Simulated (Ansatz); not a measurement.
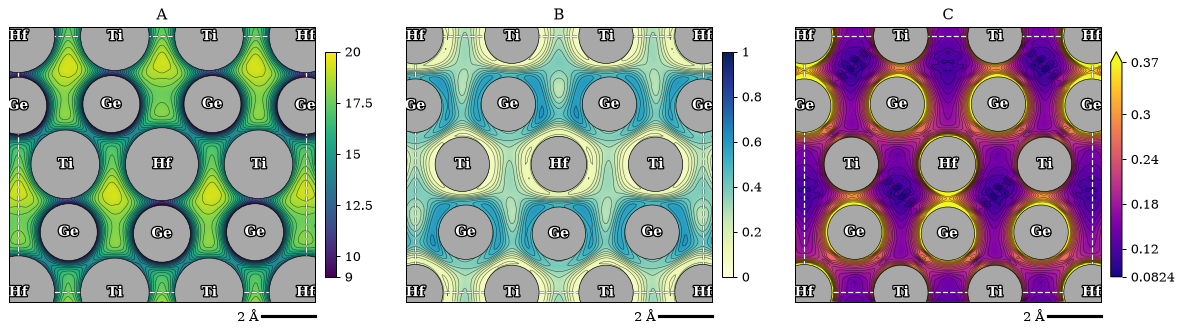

HfTi₂Ge₃: 3 fields on the (001) plane of the conventional cell, with unlabelled colour scales. Grey discs cover the atomic cores.

Space group Cmcm; a generated structure, not necessarily the stable one; changed on purpose from its base cell (volume × 0.97, shape and atoms relaxed); computed pressure about 4 GPa in this cell; computed without spin polarisation.

The calculation used Ansatz 0.2.0, DFT PBE, scalar-relativistic, plane waves, PAW.

```cif
data_structure
_symmetry_space_group_name_H-M 'P 1'
_symmetry_Int_Tables_number 1
_cell_length_a 10.9041
_cell_length_b 9.7179
_cell_length_c 3.7353
_cell_angle_alpha 90.000
_cell_angle_beta 90.000
_cell_angle_gamma 90.000
_cell_volume 395.81
loop_
_atom_site_label
_atom_site_type_symbol
_atom_site_fract_x
_atom_site_fract_y
_atom_site_fract_z
_atom_site_occupancy
Hf1 Hf 0.00000 0.85935 0.25000 1
Hf2 Hf 0.50000 0.35935 0.25000 1
Hf3 Hf 0.00000 0.14065 0.75000 1
Hf4 Hf 0.50000 0.64065 0.75000 1
Ti1 Ti 0.33614 0.85900 0.25000 1
Ti2 Ti 0.83614 0.35900 0.25000 1
Ti3 Ti 0.33614 0.14100 0.75000 1
Ti4 Ti 0.83614 0.64100 0.75000 1
Ti5 Ti 0.16386 0.64100 0.75000 1
Ti6 Ti 0.66386 0.14100 0.75000 1
Ti7 Ti 0.16386 0.35900 0.25000 1
Ti8 Ti 0.66386 0.85900 0.25000 1
Ge1 Ge 0.00000 0.58806 0.25000 1
Ge2 Ge 0.50000 0.08806 0.25000 1
Ge3 Ge 0.00000 0.41194 0.75000 1
Ge4 Ge 0.50000 0.91194 0.75000 1
Ge5 Ge 0.17590 0.90602 0.75000 1
Ge6 Ge 0.67590 0.40602 0.75000 1
Ge7 Ge 0.17590 0.09398 0.25000 1
Ge8 Ge 0.67590 0.59398 0.25000 1
Ge9 Ge 0.32410 0.59398 0.25000 1
Ge10 Ge 0.82410 0.09398 0.25000 1
Ge11 Ge 0.32410 0.40602 0.75000 1
Ge12 Ge 0.82410 0.90602 0.75000 1
```

Match the panels to the quantities (electron localisation function, electrostatic potential energy of an electron and valence pseudo-density).

Panel A: electrostatic potential energy of an electron (low next to the atoms, rising into the space between them). Panel B: electron localisation function. Panel C: valence pseudo-density. From the grid: Ti–Ge (2.58 Å): ρ is about 0.3 e/Å³ halfway; the ELF is about 0.30 at the midpoint. Hf–Ge (2.64 Å): the density is about 0.34 e/Å³ at the midpoint; the ELF is about 0.25 at the midpoint (no shared electron pair shows on this line).
